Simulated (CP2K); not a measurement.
**C2H6S2 (1,2-ethanedithiol): a chain of runs**

Aim: a series of 8 runs (MP2/6-31G*, UMP2/6-31G*) of C2H6S2. The setting varied is the cutoff. 

The calculation is run with CP2K 2026.2.

6 further runs of the same task are left out: 6 set aside as unsound or not needed.

## (1) The molecule

The species is C2H6S2 (10 atoms), meant as a singlet with charge 0. SMILES: `SCCS`. The shape is that of a GFN2-xTB optimisation. This is a higher conformer, about 10 kJ/mol above the lowest found by a separate search.

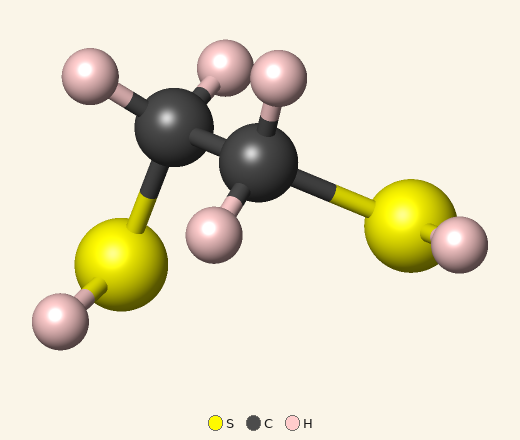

The structure, seen from a chosen angle (sulfur yellow, carbon dark grey, hydrogen pink).

## (2) A single-point energy at MP2/6-31G(d) (spherical functions) (run 1)

calc.inp reads:

```
&FORCE_EVAL
   METHOD QUICKSTEP
   &DFT
      BASIS_SET_FILE_NAME ./6_31gs.basis
      POTENTIAL_FILE_NAME POTENTIAL
      CHARGE 0
      MULTIPLICITY 1
      &QS
         METHOD GAPW
         EPS_DEFAULT 1.0E-10
      &END QS
      &MGRID
         CUTOFF 200
         REL_CUTOFF 50
         NGRIDS 4
      &END MGRID
      &POISSON
         PERIODIC NONE
         POISSON_SOLVER WAVELET
      &END POISSON
      &SCF
         SCF_GUESS ATOMIC
         EPS_SCF 1.0E-06
         MAX_SCF 100
         ADDED_MOS 5
         &DIAGONALIZATION
            ALGORITHM STANDARD
         &END DIAGONALIZATION
         &MIXING
            METHOD DIRECT_P_MIXING
            ALPHA 0.4
         &END MIXING
      &END SCF
      &XC
         &XC_FUNCTIONAL NONE
         &END XC_FUNCTIONAL
         &HF
            FRACTION 1
            &SCREENING
               EPS_SCHWARZ 1.0E-09
               SCREEN_ON_INITIAL_P F
            &END SCREENING
            &INTERACTION_POTENTIAL
               POTENTIAL_TYPE COULOMB
            &END INTERACTION_POTENTIAL
            &MEMORY
               MAX_MEMORY 1750
            &END MEMORY
         &END HF
         &WF_CORRELATION
            &MP2
               METHOD DIRECT_CANONICAL
            &END MP2
            MEMORY 1500
         &END WF_CORRELATION
      &END XC
      &PRINT
         &MOMENTS
            PERIODIC F
            REFERENCE COM
            MAX_MOMENT 1
         &END MOMENTS
         &MO ON
            ENERGIES T
            OCCUPATION_NUMBERS T
            NDIGITS 6
            &EACH
               QS_SCF 0
            &END EACH
            ADD_LAST NUMERIC
         &END MO
         &HIRSHFELD OFF
         &END HIRSHFELD
      &END PRINT
   &END DFT
   &SUBSYS
      &CELL
         ABC [angstrom] 11.1 11.1 11.1
         PERIODIC NONE
      &END CELL
      &COORD
         S      3.827985     5.839160     4.334220
         C      5.128915     6.083540     5.610630
         C      5.735305     4.753830     6.006900
         S      6.696135     3.970990     4.665930
         H      3.515875     7.129010     4.230430
         H      4.659375     6.548360     6.479150
         H      5.884805     6.752970     5.197500
         H      4.955005     4.033590     6.250500
         H      6.391525     4.878500     6.869570
         H      7.584125     4.958170     4.538480
      &END COORD
      &KIND S
         BASIS_SET 6-31Gs
         POTENTIAL ALL
      &END KIND
      &KIND C
         BASIS_SET 6-31Gs
         POTENTIAL ALL
      &END KIND
      &KIND H
         BASIS_SET 6-31Gs
         POTENTIAL ALL
      &END KIND
   &END SUBSYS
&END FORCE_EVAL
&GLOBAL
   PROJECT calc
   RUN_TYPE ENERGY
   PRINT_LEVEL MEDIUM
&END GLOBAL
```

Run with:

```sh
OMP_NUM_THREADS=2 cp2k.psmp calc.inp > calc.out
```

Log, cut to the lines that bear on the results:

```text
CP2K| version string:                                       CP2K version 2026.2
[...]
 GLOBAL| Method name                                                        CP2K
[...]
 GLOBAL| Run type                                                         ENERGY
[...]
 DFT| Spin restricted Kohn-Sham (RKS) calculation                            RKS
 DFT| Multiplicity                                                             1
[...]
 DFT| Charge                                                                   0
[...]
 QS| Method:                                                                GAPW
[...]
 QS| Density cutoff [a.u.]:                                                100.0
[...]
 QS| Relative density cutoff [a.u.]:                                        25.0
[...]
                             - Atoms:                                         10
[...]
                             - Spherical basis functions:                     76
[...]
 Number of electrons:                                                         50
[...]
     1 P_Mix/Diag. 0.40E+00    2.6     0.39881726      -875.2735106284 -8.75E+02
[...]
    14 DIIS/Diag.  0.47E-06    0.3     0.00000080      -874.2334018188 -3.18E-12
  *** SCF run converged in    14 steps ***
[...]
  Overlap energy of the core charge distribution:               0.00000433336576
  Self energy of the core charge distribution:               -410.57532124899882
  Core Hamiltonian energy:                                   -468.43558217127384
  Hartree energy:                                              99.99615768796414
  Exchange-correlation energy:                                  0.00000000000000
  Hartree-Fock Exchange energy:                               -62.61178756199242
[...]
                     Mulliken Population Analysis
 #  Atom  Element  Kind  Atomic population                           Net charge
       1     S        1         16.035668                             -0.035668
       2     C        2          6.458859                             -0.458859
       3     C        2          6.493259                             -0.493259
       4     S        1         16.032626                             -0.032626
       5     H        3          0.912947                              0.087053
       6     H        3          0.792751                              0.207249
       7     H        3          0.799457                              0.200543
       8     H        3          0.777381                              0.222619
       9     H        3          0.784393                              0.215607
      10     H        3          0.912657                              0.087343
 # Total charge                             50.000000                 -0.000000
[...]
  Dipole moment [Debye]
    X=  0.6665620E+00 Y=  0.2354089E+01 Z=  0.1997442E+01  Total=      3.1584509
[...]
 ENERGY| Total FORCE_EVAL ( QS ) energy [hartree]           -874.751030074643609
[...]
```

Wall time 11 s (2 threads of Arm Neoverse V1, shared host); peak memory 0.59 GiB.

## (3) The doublet cation: the energy at UMP2/6-31G(d) (spherical functions) (run 2)

job.inp reads:

```
&FORCE_EVAL
  METHOD QS
  &DFT
    BASIS_SET_FILE_NAME ./6_31gs.basis
    POTENTIAL_FILE_NAME POTENTIAL
    CHARGE 1
    MULTIPLICITY 2
    UKS T
    &QS
      METHOD GAPW
      EPS_DEFAULT 1.0E-10
    &END QS
    &MGRID
      CUTOFF 200
      REL_CUTOFF 50
      NGRIDS 4
    &END MGRID
    ! cluster boundary conditions
    &POISSON
      PERIODIC NONE
      POISSON_SOLVER WAVELET
    &END POISSON
    &SCF
      SCF_GUESS ATOMIC
      EPS_SCF 1.0E-06
      MAX_SCF 30
      &OT ON
        MINIMIZER DIIS
        PRECONDITIONER FULL_ALL
      &END OT
      &OUTER_SCF
        EPS_SCF 1.0E-06
        MAX_SCF 10
      &END OUTER_SCF
    &END SCF
    &XC
      &XC_FUNCTIONAL NONE
      &END XC_FUNCTIONAL
      ! exact exchange
      &HF
        FRACTION 1
        &SCREENING
          EPS_SCHWARZ 1.0E-09
          SCREEN_ON_INITIAL_P F
        &END SCREENING
        &INTERACTION_POTENTIAL
          POTENTIAL_TYPE COULOMB
        &END INTERACTION_POTENTIAL
        &MEMORY
          MAX_MEMORY 1750
        &END MEMORY
      &END HF
      &WF_CORRELATION
        &MP2
          METHOD DIRECT_CANONICAL
        &END MP2
        MEMORY 1500
      &END WF_CORRELATION
    &END XC
    ! extra output
    &PRINT
      &MOMENTS
        PERIODIC F
        REFERENCE COM
        MAX_MOMENT 1
      &END MOMENTS
      &MO_CUBES
        NLUMO 1
        NHOMO -1
        WRITE_CUBE F
      &END MO_CUBES
      &HIRSHFELD OFF
      &END HIRSHFELD
    &END PRINT
  &END DFT
  &SUBSYS
    &CELL
      ABC [angstrom] 11.1 11.1 11.1
      PERIODIC NONE
    &END CELL
    &COORD
      S      3.827985     5.839160     4.334220
      C      5.128915     6.083540     5.610630
      C      5.735305     4.753830     6.006900
      S      6.696135     3.970990     4.665930
      H      3.515875     7.129010     4.230430
      H      4.659375     6.548360     6.479150
      H      5.884805     6.752970     5.197500
      H      4.955005     4.033590     6.250500
      H      6.391525     4.878500     6.869570
      H      7.584125     4.958170     4.538480
    &END COORD
    &KIND S
      BASIS_SET 6-31Gs
      POTENTIAL ALL
    &END KIND
    &KIND C
      BASIS_SET 6-31Gs
      POTENTIAL ALL
    &END KIND
    &KIND H
      BASIS_SET 6-31Gs
      POTENTIAL ALL
    &END KIND
  &END SUBSYS
&END FORCE_EVAL

&GLOBAL
  PROJECT job
  RUN_TYPE ENERGY
  PRINT_LEVEL MEDIUM
&END GLOBAL
```

Run with:

```sh
OMP_NUM_THREADS=2 cp2k.psmp job.inp > job.out
```

Log, cut to the lines that bear on the results:

```text
CP2K| version string:                                       CP2K version 2026.2
[...]
 GLOBAL| Method name                                                        CP2K
[...]
 GLOBAL| Run type                                                         ENERGY
[...]
 DFT| Spin unrestricted (spin-polarized) Kohn-Sham calculation               UKS
 DFT| Multiplicity                                                             2
[...]
 DFT| Charge                                                                   1
[...]
 QS| Method:                                                                GAPW
[...]
 QS| Density cutoff [a.u.]:                                                100.0
[...]
 QS| Relative density cutoff [a.u.]:                                        25.0
[...]
                             - Atoms:                                         10
[...]
                             - Spherical basis functions:                     76
[...]
 Number of electrons:                                                         25
[...]
     1 OT DIIS     0.15E+00    2.7     0.24371308      -822.6448047676 -8.23E+02
[...]
    20 OT DIIS     0.15E+00    0.4     0.00000064      -873.9317026694 -1.05E-08
  *** SCF run converged in    20 steps ***
[...]
  Overlap energy of the core charge distribution:               0.00000433336576
  Self energy of the core charge distribution:               -410.57532124899882
  Core Hamiltonian energy:                                   -468.68866935826748
  Hartree energy:                                             100.28300763451747
  Exchange-correlation energy:                                  0.00000000000000
  Hartree-Fock Exchange energy:                               -62.34771173161725
[...]
  Dipole moment [Debye]
    X= -0.4013287E+01 Y=  0.5699259E+01 Z=  0.7009897E+00  Total=      7.0056704
[...]
 HOMO - LUMO gap [eV] :    7.289963
[...]
 ENERGY| Total FORCE_EVAL ( QS ) energy [hartree]           -874.425692710006160
[...]
```

Run time: 38 s. Hardware: 2 threads of Arm Neoverse V1, shared host; peak memory 0.61 GiB.

Runs 3 to 7 aren't shown in full; the table further down has their settings and results.

## (4) The doublet cation: a single-point energy at UMP2/6-31G(d) (spherical functions) (run 8)

gas.inp reads:

```
&global
 project gas
 run_type ENERGY
 print_level MEDIUM
&end

&force_eval
 method Quickstep
 &dft
  basis_set_file_name ./6_31gs.basis
  potential_file_name POTENTIAL
  charge 1
  multiplicity 2
  lsd T
  &qs
   method GAPW
   eps_default 1.0E-10
  &end
  &mgrid
   cutoff 550
   rel_cutoff 50
   ngrids 4
  &end
  &poisson
   periodic NONE
   poisson_solver WAVELET
  &end
  ! self-consistent field
  &scf
   scf_guess ATOMIC
   eps_scf 1.0E-06
   max_scf 30
   &ot ON
    minimizer DIIS
    preconditioner FULL_ALL
   &end
   &outer_scf
    eps_scf 1.0E-06
    max_scf 10
   &end
  &end
  ! functional
  &xc
   &xc_functional NONE
   &end
   ! exact exchange
   &hf
    fraction 1
    &screening
     eps_schwarz 1.0E-09
     screen_on_initial_p F
    &end
    &interaction_potential
     potential_type COULOMB
    &end
    &memory
     max_memory 1750
    &end
   &end
   ! correlation from orbitals
   &wf_correlation
    &mp2
     method DIRECT_CANONICAL
    &end
    memory 1500
   &end
  &end
  &print
   &moments
    periodic F
    reference COM
    max_moment 1
   &end
   &mo_cubes
    nlumo 1
    nhomo -1
    write_cube F
   &end
   &hirshfeld OFF
   &end
  &end
 &end
 &subsys
  &cell
   abc [angstrom] 11.1 11.1 11.1
   periodic NONE
  &end
  &coord
   S      3.827985     5.839160     4.334220
   C      5.128915     6.083540     5.610630
   C      5.735305     4.753830     6.006900
   S      6.696135     3.970990     4.665930
   H      3.515875     7.129010     4.230430
   H      4.659375     6.548360     6.479150
   H      5.884805     6.752970     5.197500
   H      4.955005     4.033590     6.250500
   H      6.391525     4.878500     6.869570
   H      7.584125     4.958170     4.538480
  &end
  &kind S
   basis_set 6-31Gs
   potential ALL
  &end
  &kind C
   basis_set 6-31Gs
   potential ALL
  &end
  &kind H
   basis_set 6-31Gs
   potential ALL
  &end
 &end
&end
```

Run with:

```sh
OMP_NUM_THREADS=2 cp2k.psmp gas.inp > gas.out
```

Log, cut to the lines that bear on the results:

```text
CP2K| version string:                                       CP2K version 2026.2
[...]
 GLOBAL| Method name                                                        CP2K
[...]
 GLOBAL| Run type                                                         ENERGY
[...]
 DFT| Spin unrestricted (spin-polarized) Kohn-Sham calculation               UKS
 DFT| Multiplicity                                                             2
[...]
 DFT| Charge                                                                   1
[...]
 QS| Method:                                                                GAPW
[...]
 QS| Density cutoff [a.u.]:                                                275.0
[...]
 QS| Relative density cutoff [a.u.]:                                        25.0
[...]
                             - Atoms:                                         10
[...]
                             - Spherical basis functions:                     76
[...]
 Number of electrons:                                                         25
[...]
     1 OT DIIS     0.15E+00    5.1     0.24371359      -822.6437612531 -8.23E+02
[...]
    20 OT DIIS     0.15E+00    2.5     0.00000068      -873.9308689021 -1.06E-08
  *** SCF run converged in    20 steps ***
[...]
  Overlap energy of the core charge distribution:               0.00000433336576
  Self energy of the core charge distribution:               -410.57532124899882
  Core Hamiltonian energy:                                   -468.68866849585146
  Hartree energy:                                             100.28375690461640
  Exchange-correlation energy:                                  0.00000000000000
  Hartree-Fock Exchange energy:                               -62.34774282724905
[...]
  Dipole moment [Debye]
    X= -0.4013910E+01 Y=  0.5699541E+01 Z=  0.7008850E+00  Total=      7.0062457
[...]
 HOMO - LUMO gap [eV] :    7.290006
[...]
 ENERGY| Total FORCE_EVAL ( QS ) energy [hartree]           -874.424857100423878
[...]
```

Run time: 2.4 min. Hardware: 2 threads of Arm Neoverse V1, shared host; peak memory 1.5 GiB.

## (5) The series

```tsv
run	level	cutoff	iteration cap	partner	energy (Eh)	HOMO energy (eV)	LUMO energy (eV)	correlation energy (mEh)	wall time
1	MP2/6-31G* (spherical functions)	200	100	base	-874.751030	-9.47	4.23	-517.6	11 s
2	UMP2/6-31G* (spherical functions)	200	30	cation	-874.425693	-14.16	-6.87	-494.0	38 s
3	MP2/6-31G* (spherical functions)	280	100	base	-874.750198	-9.47	4.23	-517.6	15 s
4	UMP2/6-31G* (spherical functions)	280	30	cation	-874.424866	-14.16	-6.87	-494.0	53 s
5	MP2/6-31G* (spherical functions)	400	100	base	-874.750190	-9.47	4.23	-517.6	23 s
6	UMP2/6-31G* (spherical functions)	400	30	cation	-874.424858	-14.16	-6.87	-494.0	87 s
7	MP2/6-31G* (spherical functions)	550	100	base	-874.750189	-9.47	4.23	-517.6	33 s
8	UMP2/6-31G* (spherical functions)	550	30	cation	-874.424857	-14.16	-6.87	-494.0	2.4 min
```

Convergence of the total energy of singlet C2H6S2 with the cutoff, against the last point:

```tsv
cutoff	from the last (mEh)	wall time
200 Ry	-0.841	11 s
280 Ry	-0.009	15 s
400 Ry	-0.001	23 s
550 Ry	+0.000	33 s
```

Convergence of the dipole moment (of the density that the program reports) of singlet C2H6S2 with the cutoff, against the last point:

```tsv
cutoff	from the last (D)	wall time
200 Ry	+0.0000	11 s
280 Ry	-0.0000	15 s
400 Ry	-0.0000	23 s
550 Ry	+0.0000	33 s
```

## (6) Outcome

| quantity | value |
| --- | --- |
| doublet cation, run 8: total energy | -874.42486 Eh |
| doublet cation, run 8: HOMO energy (Hartree–Fock orbitals) (highest over α and β) | -14.16 eV |
| doublet cation, run 8: LUMO energy (Hartree–Fock orbitals) (lowest over α and β) | -6.87 eV |
| doublet cation, run 8: correlation energy | -494.0 mEh |
| doublet cation, run 8: ⟨S²⟩ of the reference determinant | 0.763 |
| vertical ionisation energy (to the doublet cation) (run 1, cutoff 200) | 8.853 eV |
| vertical ionisation energy (to the doublet cation) (run 3, cutoff 280) | 8.853 eV |
| vertical ionisation energy (to the doublet cation) (run 5, cutoff 400) | 8.853 eV |
| vertical ionisation energy (to the doublet cation) (run 7, cutoff 550) | 8.853 eV |

What this shows: For the total energy of singlet C2H6S2 to stay within 0.5 mEh of the last point, 280 Ry is the first point of the series from which all later ones do (15 s against 33 s). All runs together took 6.7 min, the longest 2.4 min.
